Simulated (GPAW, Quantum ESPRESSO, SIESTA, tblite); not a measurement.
## C(111) slab, H on the bottom face (176 atoms): runs against a plane-wave reference

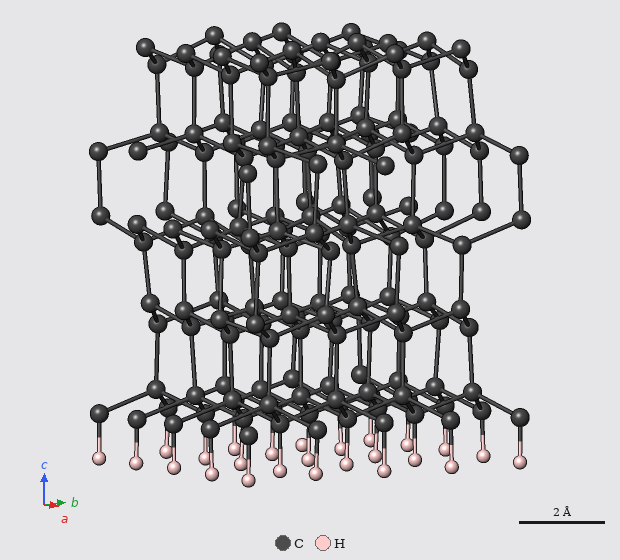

The cell (carbon dark grey, hydrogen pink). Bonds to atoms that aren't drawn are left out. Some periodic images of atoms are drawn too.

The cell holds 176 atoms: 160 C and 16 H. Its edges and angles: a = 10.089 Å, b = 10.089 Å, c = 19.842 Å, α = 90.0°, β = 90.0°, γ = 120.0°. It derives from C (diamond-structure). Diamond-structure C (a = 3.567 Å), (111) slab of 10 atomic planes, 4 x 4 surface cells, H on the broken bonds of the bottom face, 10 Å of vacuum; displaced by a Gaussian of 0.02 Å. Then every atom was moved at random, 0.05 Å r.m.s. a Cartesian component (hydrogen 0.6 of that). Regions: slab, 160 atoms (160 C); hydrogen, 16 atoms (16 H). Vacuum lies along c.

Geometry: as built.

The reference, a calculation:

- method: Kohn-Sham DFT, PBE, SSSP efficiency 1.3.0 pseudopotentials, plane waves (Quantum ESPRESSO 7.5); sssp-pbe-1.3.0-efficiency, cutoffs 60/480 Ry, Γ point
- r.m.s. force component: 2.267 eV/Å
- longest force: 8.715 eV/Å
- time: 24 min on 4 MPI ranks of Arm Neoverse N1, shared host
- CPU time: 1.6 h

Runs, in no order:
A. GPAW PBE, LCAO dzp, h 0.2 Å: Kohn-Sham DFT, PBE, PAW, atomic orbitals (dzp)
B. GPAW PBE, LCAO szp(dzp), h 0.2 Å: Kohn-Sham DFT, PBE, PAW, atomic orbitals (szp(dzp))
C. tblite GFN1-xTB: GFN1-xTB tight binding, diagonalisation
D. GPAW PBE, LCAO sz(dzp), h 0.2 Å: Kohn-Sham DFT, PBE, PAW, atomic orbitals (sz(dzp))

**Question.** Rank the runs by how far their forces lie from the reference's, least first.

A, C, B, D.

```csv
run,"Δ force, r.m.s. (meV/Å)",share of r.m.s. force (%),CPU time
"A. GPAW PBE, LCAO dzp, h 0.2 Å",170,7.49,55 min
C. tblite GFN1-xTB,386,17.0,12 s
"B. GPAW PBE, LCAO szp(dzp), h 0.2 Å",549,24.2,19 min
"D. GPAW PBE, LCAO sz(dzp), h 0.2 Å",988,43.6,4.9 min
```

Periodic xTB results under one method name differ between programs and library versions. With short bonds to hydrogen, sets of potentials differ among themselves by several per cent in forces even at converged cutoffs, so the reference isn't exact here either. The runs have no spin polarisation, so any moments at edges, vacancies or dangling bonds can't form. The electronic-structure runs sample only Γ, in a cell whose shortest periodic width is 9 Å, which is coarse for a cell with partly filled levels.

[Logs are printed without paths, hosts, clocks, repeated set-up lines and the standing remarks that a program may print on its own settings, such as how far it seeks lower states.]

[Hosts, paths, dates, database ids (printed as entryN), source tags and the programs' standing remarks are cut or masked in the printed files.]
